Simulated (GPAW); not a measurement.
**Optical response of Al2Au**

Aim: the dielectric function of Al2Au, and the optical constants that follow from it.

Calculated with GPAW 26.7.0; DFT, PBE, plane-wave PAW (GPAW data sets), scalar-relativistic, RPA, optical limit.

### Step 1. The structure

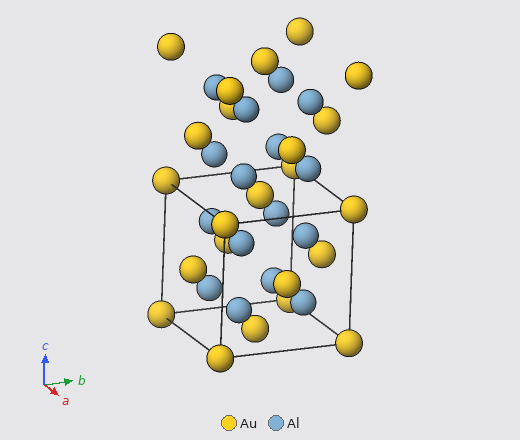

The starting structure, seen slightly off an axis (gold yellow, aluminium light blue). 1×1×2 cells are drawn. This picture shows the conventional cell, with its axes. Some periodic images of atoms are drawn too.

As a file:

```cif
data_structure
_symmetry_space_group_name_H-M 'P 1'
_symmetry_Int_Tables_number 1
_cell_length_a 4.2426
_cell_length_b 4.2426
_cell_length_c 4.2426
_cell_angle_alpha 60.000
_cell_angle_beta 60.000
_cell_angle_gamma 60.000
_cell_volume 54.00
loop_
_atom_site_label
_atom_site_type_symbol
_atom_site_fract_x
_atom_site_fract_y
_atom_site_fract_z
_atom_site_occupancy
Au1 Au 0.00000 0.00000 0.00000 1
Al2 Al 0.75000 0.75000 0.75000 1
Al3 Al 0.25000 0.25000 0.25000 1
```

### Step 2. Ground state

First the ground state: is it a metal or has it a gap?

This step: DFT, PBE, plane-wave PAW (GPAW data sets), scalar-relativistic, ground state (GPAW 26.7.0).

Input file gs.py:

```python
from ase import Atoms
from ase.dft.bandgap import bandgap
from gpaw import GPAW, PW, FermiDirac

atoms = Atoms(['Au', 'Al', 'Al'],
              cell=[[0.000000000000, 3.000000000000, 3.000000000000],
                    [3.000000000000, 0.000000000000, 3.000000000000],
                    [3.000000000000, 3.000000000000, 0.000000000000]],
              scaled_positions=[[0.000000000000, 0.000000000000, 0.000000000000],
                                [0.750000000000, 0.750000000000, 0.750000000000],
                                [0.250000000000, 0.250000000000, 0.250000000000]],
              pbc=[True, True, True])
atoms.calc = GPAW(mode=PW(500), xc='PBE', kpts={'size': (7, 7, 7), 'gamma': True},
                  occupations=FermiDirac(0.05), maxiter=150, txt='gs.txt')
print('energy (eV)', atoms.get_potential_energy())
print('Fermi level (eV)', atoms.calc.get_fermi_level())
print('valence electrons', atoms.calc.get_number_of_electrons())
print('gap (eV)', bandgap(atoms.calc, output=None)[0])
print('direct gap (eV)', bandgap(atoms.calc, direct=True, output=None)[0])
atoms.calc.write('gs.gpw')
```

The run is started by

```sh
$ OMP_NUM_THREADS=1 python gs.py
```

Numbers of over 12 decimals in the logs are rounded to 6 here.

What it wrote:

```text
__  _  _
 | _ |_)|_||  |
 |__||  | ||/\| - 26.7.0

Versions:
  Python: 3.12.14
  ASE:    3.29.0
  Numpy:  2.5.5
  Scipy:  1.18.1
  Libxc:  7.0.0

Input parameters:
  mode=PW(ecut=500.0),
  kpts=MonkhorstPack(size=(7, 7, 7), gamma=True),
  maxiter=150,
  occupations=Occupations(name='fermi-dirac', width=0.05, fixmagmom=False),
  xc=XC(name='PBE')

Diagonalizing LCAO Hamiltonian
Converting LCAO to pw mode

                     Al

            Al

       Au

Atoms  # Å, Bohr magnetons
|   | symbol |        x |        y |        z |    initial magnetic moments |
| 0 |     Au | 0.000000 | 0.000000 | 0.000000 | ( 0.0000,  0.0000,  0.0000) |
| 1 |     Al | 4.500000 | 4.500000 | 4.500000 | ( 0.0000,  0.0000,  0.0000) |
| 2 |     Al | 1.500000 | 1.500000 | 1.500000 | ( 0.0000,  0.0000,  0.0000) |

Unit cell  # Å
| periodic |        x |        y |        z |  lengths |    angles |
|      yes | 0.000000 | 3.000000 | 3.000000 | 4.242641 | 60.000000 |
|      yes | 3.000000 | 0.000000 | 3.000000 | 4.242641 | 60.000000 |
|      yes | 3.000000 | 3.000000 | 0.000000 | 4.242641 | 60.000000 |

Number of symmetries: 48
Symmetry operations  # r_c * U_cc + t_c -> r_c
|    | kind |            matrix            |
|  0 |  σ   |  1, 0, 0,  1, 0,-1,  1,-1, 0 |
|  1 |  C2  |  1, 0, 0,  1,-1, 0,  1, 0,-1 |
|  2 |  E   |  1, 0, 0,  0, 1, 0,  0, 0, 1 |
|  3 |  σ   |  1, 0, 0,  0, 0, 1,  0, 1, 0 |
|  4 |  C4  |  1, 0,-1,  1, 0, 0,  1,-1, 0 |
|  5 |  S6  |  1, 0,-1,  1,-1, 0,  1, 0, 0 |
|  6 |  σ   |  1, 0,-1,  0, 1,-1,  0, 0,-1 |
|  7 |  C3  |  1, 0,-1,  0, 0,-1,  0, 1,-1 |
|  8 |  S6  |  1,-1, 0,  1, 0, 0,  1, 0,-1 |
|  9 |  C4  |  1,-1, 0,  1, 0,-1,  1, 0, 0 |
| 10 |  C3  |  1,-1, 0,  0,-1, 1,  0,-1, 0 |
| 11 |  σ   |  1,-1, 0,  0,-1, 0,  0,-1, 1 |
| 12 |  σ   |  0, 1, 0,  1, 0, 0,  0, 0, 1 |
| 13 |  C4  |  0, 1, 0,  0, 1,-1, -1, 1, 0 |
| 14 |  C3  |  0, 1, 0,  0, 0, 1,  1, 0, 0 |
| 15 |  S6  |  0, 1, 0, -1, 1, 0,  0, 1,-1 |
| 16 |  C2  |  0, 1,-1,  1, 0,-1,  0, 0,-1 |
| 17 |  σ   |  0, 1,-1,  0, 1, 0, -1, 1, 0 |
| 18 |  S4  |  0, 1,-1,  0, 0,-1,  1, 0,-1 |
| 19 |  C4  |  0, 1,-1, -1, 1, 0,  0, 1, 0 |
| 20 |  C3  |  0, 0, 1,  1, 0, 0,  0, 1, 0 |
| 21 |  σ   |  0, 0, 1,  0, 1, 0,  1, 0, 0 |
| 22 |  S6  |  0, 0, 1,  0,-1, 1, -1, 0, 1 |
| 23 |  C4  |  0, 0, 1, -1, 0, 1,  0,-1, 1 |
| 24 |  S4  |  0, 0,-1,  1, 0,-1,  0, 1,-1 |
| 25 |  C3  |  0, 0,-1,  0, 1,-1,  1, 0,-1 |
| 26 |  C2  |  0, 0,-1,  0,-1, 0, -1, 0, 0 |
| 27 |  S6  |  0, 0,-1, -1, 0, 0,  0,-1, 0 |
| 28 |  S4  |  0,-1, 1,  1,-1, 0,  0,-1, 0 |
| 29 |  C4  |  0,-1, 1,  0, 0, 1, -1, 0, 1 |
| 30 |  C2  |  0,-1, 1,  0,-1, 0,  1,-1, 0 |
| 31 |  σ   |  0,-1, 1, -1, 0, 1,  0, 0, 1 |
| 32 |  C3  |  0,-1, 0,  1,-1, 0,  0,-1, 1 |
| 33 |  S6  |  0,-1, 0,  0, 0,-1, -1, 0, 0 |
| 34 |  S4  |  0,-1, 0,  0,-1, 1,  1,-1, 0 |
| 35 |  C2  |  0,-1, 0, -1, 0, 0,  0, 0,-1 |
| 36 |  C2  | -1, 1, 0,  0, 1, 0,  0, 1,-1 |
| 37 |  S6  | -1, 1, 0,  0, 1,-1,  0, 1, 0 |
| 38 |  S4  | -1, 1, 0, -1, 0, 1, -1, 0, 0 |
| 39 |  C3  | -1, 1, 0, -1, 0, 0, -1, 0, 1 |
| 40 |  S6  | -1, 0, 1,  0, 0, 1,  0,-1, 1 |
| 41 |  C2  | -1, 0, 1,  0,-1, 1,  0, 0, 1 |
| 42 |  C3  | -1, 0, 1, -1, 1, 0, -1, 0, 0 |
| 43 |  S4  | -1, 0, 1, -1, 0, 0, -1, 1, 0 |
| 44 |  C2  | -1, 0, 0,  0, 0,-1,  0,-1, 0 |
| 45 |  i   | -1, 0, 0,  0,-1, 0,  0, 0,-1 |
| 46 |  σ   | -1, 0, 0, -1, 1, 0, -1, 0, 1 |
| 47 |  C2  | -1, 0, 0, -1, 0, 1, -1, 1, 0 |

BZ-sampling:
  Number of BZ points: 343
  Number of IBZ points: 20

  Monkhorst-Pack size: [7, 7, 7]
  Monkhorst-Pack shift: [0, 0, 0]

K-points  # in reciprocal-cell coordinates
|     |                                coordinates |     weight |
|   0 | (  0.00000000,   0.00000000,   0.00000000) | 0.00291545 |
|   1 | (  0.14285714,   0.14285714,   0.00000000) | 0.01749271 |
|   2 | (  0.14285714,   0.14285714,   0.14285714) | 0.02332362 |
|   3 | (  0.28571429,   0.14285714,   0.14285714) | 0.03498542 |
|   4 | (  0.28571429,   0.28571429,   0.00000000) | 0.01749271 |
|   5 | (  0.28571429,   0.28571429,   0.14285714) | 0.06997085 |
|   6 | (  0.28571429,   0.28571429,   0.28571429) | 0.02332362 |
|   7 | (  0.42857143,  -0.28571429,  -0.28571429) | 0.03498542 |
|   8 | (  0.42857143,   0.28571429,  -0.42857143) | 0.13994169 |
|   9 | (  0.42857143,   0.28571429,  -0.28571429) | 0.06997085 |
| ... |                                            |            |
|  19 | (  0.42857143,   0.42857143,   0.42857143) | 0.02332362 |

Plane wave coefficients: 1383
Cutoff: 500.0 eV

Spin-components: 1 (collinear spins)
Bands:           15
Projectors:      16
Spin-degeneracy: 2
Datatype:        complex128

Parallelization:
  kpt:    1
  domain: 1
  band:   1

Density:
  Valence electrons: 17.0
  Components: 1
  Grid points: [24 24 24]
  Charge: 0.0  # |e|

Potential:
  Grid points: [24 24 24]

species:
  Au:
    name:    Gold
    id:
    Z:       79.0
    valence: 11
    core:    68
    charge:  0.0  # [|e|]
    compensation charges:
      type: gauss
      rc: 0.42  # [Å]
      lmax: 2
    cutoffs:
      filter: 2.33  # [Å]
      core: 2.81  # [Å]
    projectors
    | kind |    occ | energy [eV] | rcut [Å] |
    |   6s |  1.000 |      -5.728 |    1.323 |
    |   6p |  0.000 |      -0.775 |    1.323 |
    |   5d | 10.000 |      -6.891 |    1.323 |
    |    s |        |      21.484 |    1.323 |
    |    p |        |      26.436 |    1.323 |
    |    d |        |      20.321 |    1.323 |

    Using partial waves for Au as LCAO basis

  Al:
    name:    Aluminium
    id:
    Z:       13.0
    valence: 3
    core:    10
    charge:  0.0  # [|e|]
    compensation charges:
      type: gauss
      rc: 0.34  # [Å]
      lmax: 2
    cutoffs:
      filter: 1.91  # [Å]
      core: 2.36  # [Å]
    projectors
    | kind |    occ | energy [eV] | rcut [Å] |
    |   3s |  2.000 |      -7.753 |    1.085 |
    |   3p |  1.000 |      -2.712 |    1.085 |
    |    s |        |      19.459 |    1.085 |
    |    p |        |      24.499 |    1.085 |
    |    d |        |       0.000 |    1.085 |

    Using partial waves for Al as LCAO basis

Reference energy: -529805.117639  # eV

eigensolver:
  PPCG
  Converge bands: occupied
  niter=2

density mixing:
  MSR1-Mixer
  Pratt-step length: 0.05
  Maximum mixing coefficient: 0.75
  Old densities: 10
  SVD Regularization: 0.005
  Good broyden scale: 1.0
  Trust region scale: 1.0
  Backstep threshold: 4.0
  History deletion threshold: 6.0
  Fourier metric: weight=20.0, sigma=0.015

occupation numbers:
  Fermi-Dirac:
    width: 0.0500  # eV

poisson solver:
  ecut: 4000.0  # eV

xc functional:
  name: PBE with 2 nearest neighbor stencil

convergence criteria:
- Maximum [total energy] change in last 3 cyles: 0.0005 eV / valence electron
- Maximum integral of absolute [dens]ity change: 0.0001 electrons / valence electron
- Maximum integral of absolute [eigenst]ate change: 4e-08 eV^2 / valence electron
maximum number of iterations: 150

SCF iterations
|iter     |      energy | eigst |  dens |
|iter:   1||  -13.586732 | +0.40 |       |
|iter:   2||  -13.062864 | -1.65 | -0.78 |
|iter:   3||  -11.949914 | -0.89 | -0.84 |
|iter:   4||  -11.917111 | -2.85 | -1.33 |
|iter:   5||  -11.907838 | -3.22 | -1.64 |
|iter:   6||  -11.907817 | -4.92 | -2.53 |
|iter:   7||  -11.907824c| -5.34 | -2.94 |
|iter:   8||  -11.907823c| -7.04 | -4.01c|
|iter:   9||  -11.907823c| -7.45c| -4.31c|

Converged in 9 steps
SCF loop duration: 7.224 s (0.803 s/step)
Energy contributions relative to reference atoms: (reference = -529805.117639)

Energy contributions:
  Kinetic:          -9.700922
  Coulomb:           9.664269
  Zero:              0.273730
  External:          0.000000
  Xc:              -12.140817
  Entropy:          -0.008165
  Spinorbit:         0.000000
  ----------------------------
  Free energy:     -11.911905
  Extrapolated:    -11.907823

dipole moment: (-21.268021, -21.268021, -21.268021)  # |e|*Ang

Fermi level: 7.444
Eigenvalues  # (at kpt = [0.000, 0.000, 0.000])
| band index |      eig [eV] | occ [0-2] |
|          0 |        -3.097 |     2.000 |
|          1 |         0.848 |     2.000 |
|          2 |         0.848 |     2.000 |
|          3 |         0.848 |     2.000 |
|          4 |         1.777 |     2.000 |
|          5 |         1.777 |     2.000 |
|          6 |         9.777 |     0.000 |
|          7 |        10.399 |     0.000 |
|          8 |        10.399 |     0.000 |
|          9 |        10.399 |     0.000 |
|         10 |        11.354 |     0.000 |
|         11 |        11.354 |     0.000 |
|         12 |        11.354 |     0.000 |
|         13 |        13.277 |     0.000 |
|         14 |        13.277 |     0.000 |

No gap
No difference between direct/indirect transitions

--- standard output ---
energy (eV) -11.907823
Fermi level (eV) 7.443664
valence electrons 17.0
gap (eV) 0.0
direct gap (eV) 0.0
```

Run time: 8.9 s. Hardware: 1 thread of Arm Neoverse V2, shared host; peak memory 0.15 GiB.

Read-outs, printed or worked out from the files:

* energy: -11.91 eV
* Fermi energy: 7.444 eV
* electrons: 17

There are states at the Fermi level within the smearing, so the occupations stay smeared and the carriers get a Drude term.

### Step 3. Bands for the response

The response needs many more empty bands than the density does.

This step: DFT, PBE, plane-wave PAW (GPAW data sets), scalar-relativistic, bands at fixed density (GPAW 26.7.0).

Input file nscf.py:

```python
from ase.dft.bandgap import bandgap
from gpaw import GPAW, FermiDirac

calc = GPAW('gs.gpw').fixed_density(kpts={'size': (13, 13, 13), 'gamma': True}, nbands=42, convergence={'bands': 36},
                                    occupations=FermiDirac(0.05), txt='nscf.txt')
print('gap (eV)', bandgap(calc, output=None)[0])
print('direct gap (eV)', bandgap(calc, direct=True, output=None)[0])
print('top band over the Fermi level (eV)', min(calc.get_eigenvalues(kpt=k)[35] for k in range(len(calc.get_ibz_k_points()))) - calc.get_fermi_level())
calc.write('full.gpw', mode='all')
```

The run is started by

```sh
$ OMP_NUM_THREADS=1 python nscf.py
```

What it wrote:

```text
Diagonalizing LCAO Hamiltonian
Converting LCAO to pw mode
convergence criteria:
- Maximum integral of absolute [eigenst]ate change: 4e-08 eV^2 / valence electron
maximum number of iterations: 150

SCF iterations
|iter     |      energy | eigst |  dens |
|iter:   1||             | +3.46 |       |
|iter:   2||             | +1.98 |       |
|iter:   3||             | +1.11 |       |
|iter:   4||             | +0.19 |       |
|iter:   5||             | -0.56 |       |
|iter:   6||             | -1.29 |       |
|iter:   7||             | -1.98 |       |
|iter:   8||             | -2.64 |       |
|iter:   9||             | -3.33 |       |
|iter:  10||             | -4.04 |       |
|iter:  11||             | -4.74 |       |
|iter:  12||             | -5.46 |       |
|iter:  13||             | -6.14 |       |
|iter:  14||             | -6.76 |       |
|iter:  15||             | -7.30 |       |
|iter:  16||             | -7.61c|       |
SCF steps: 16
  __  _  _
 | _ |_)|_||  |
 |__||  | ||/\| - 26.7.0

Versions:
  Python: 3.12.14
  ASE:    3.29.0
  Numpy:  2.5.5
  Scipy:  1.18.1
  Libxc:  7.0.0

Input parameters:
  mode=PW(ecut=500.0),
  convergence={'bands': 36},
  gpts=array([24, 24, 24]),
  kpts=MonkhorstPack(size=(13, 13, 13), gamma=True),
  maxiter=150,
  nbands=42,
  occupations=Occupations(name='fermi-dirac', width=0.05, fixmagmom=False),
  parallel={},
  xc=XC(name='PBE')

--- standard output ---
gap (eV) 0.0
direct gap (eV) 0.0
top band over the Fermi level (eV) 28.096749
```

Elapsed: 2.1 min, on 1 thread; peak memory 0.26 GiB.

### Step 4. Dielectric function, RPA

Transitions between filled and empty bands, summed over the zone, give the optical response, so mesh, band count and broadening shape it.

The induced potential is part of this response.

This step: DFT, PBE, plane-wave PAW (GPAW data sets), scalar-relativistic, RPA, optical limit (GPAW 26.7.0).

Input file df.py:

```python
from gpaw.response.df import DielectricFunction

df = DielectricFunction('full.gpw', frequencies={'type': 'nonlinear', 'domega0': 0.03, 'omega2': 8},
                        ecut=50,
                        eta=0.15,
                        nbands=36,
                        rate=0.05,
                        txt='df.txt')
for direction in ['x']:
    df.get_dielectric_function(xc='RPA', direction=direction, filename=f'df_{direction}.csv')
```

The run is started by

```sh
$ OMP_NUM_THREADS=1 python df.py
```

What it wrote:

```text
Using integrator: PointIntegrator
NonLinearFrequencyDescriptor(from 0.000 to 41.107 eV, 439 points)
Nonperiodic BCs:  [False False False]
Using integrator: PointIntegrator
NonLinearFrequencyDescriptor(from 0.000 to 41.107 eV, 439 points)
Nonperiodic BCs:  [False False False]
Using integrator: PointIntegrator

Calculating chi0 body with:
    Ground state adapter containing:
    Number of spins: 1
    Number of kpoints: 2197
    Number of irreducible kpoints: 84
    Number of completely occupied states: 6
    Number of partially occupied states: 9

    Linear response parametrization:
    q_c: [0.0, 0.0, 0.0]
    Number of frequency points: 439
    Planewave cutoff: 50.0
    Number of bands: 36
    Number of planewaves: 51
    Broadening (eta): 0.15

Integrating chi0 body.

Symmetries of q_c:
    Direct symmetries (Uq -> q): 48
    Indirect symmetries (TUq -> q): 0
In total 48 allowed symmetries.

84 groups of equivalent kpoints. 96.176604% reduction.

Integral kind: spectral function

Calculating chi0 optical extensions with:
    Ground state adapter containing:
    Number of spins: 1
    Number of kpoints: 2197
    Number of irreducible kpoints: 84
    Number of completely occupied states: 6
    Number of partially occupied states: 9

    Linear response parametrization:
    Number of frequency points: 439
    Planewave cutoff: 50.0
    Number of bands: 36
    Number of planewaves: 51
    Broadening (eta): 0.15
Integrating chi0 head and wings.

Symmetries of q_c:
    Direct symmetries (Uq -> q): 48
    Indirect symmetries (TUq -> q): 0
In total 48 allowed symmetries.

84 groups of equivalent kpoints. 96.176604% reduction.

Integral kind: spectral function wings

Calculating drude chi0 with:
    Number of frequency points:439
    Plasma frequency decay rate: 0.05 eV

    Ground state adapter containing:
    Number of spins: 1
    Number of kpoints: 2197
    Number of irreducible kpoints: 84
    Number of completely occupied states: 6
    Number of partially occupied states: 9

Symmetries of q_c:
    Direct symmetries (Uq -> q): 48
    Indirect symmetries (TUq -> q): 0
In total 48 allowed symmetries.

84 groups of equivalent kpoints. 96.176604% reduction.

Integral kind: intraband
Plasma frequency:
[[6.98+0.j 0.  -0.j 0.  -0.j]
 [0.  -0.j 6.98+0.j 0.  -0.j]
 [0.  -0.j 0.  -0.j 6.98+0.j]]
```

Elapsed: 17 s, on 1 thread; peak memory 0.28 GiB.

(Part 1 of 2 ends here.)

[Machine, clock and banner lines and Python warnings are left out of the logs.]

[Logs are printed without paths, hosts, clocks, repeated set-up lines and the standing remarks that a program may print on its own settings, such as how far it seeks lower states.]

[Hosts, paths, dates, database ids (printed as entryN), source tags and the programs' standing remarks are cut or masked in the printed files.]
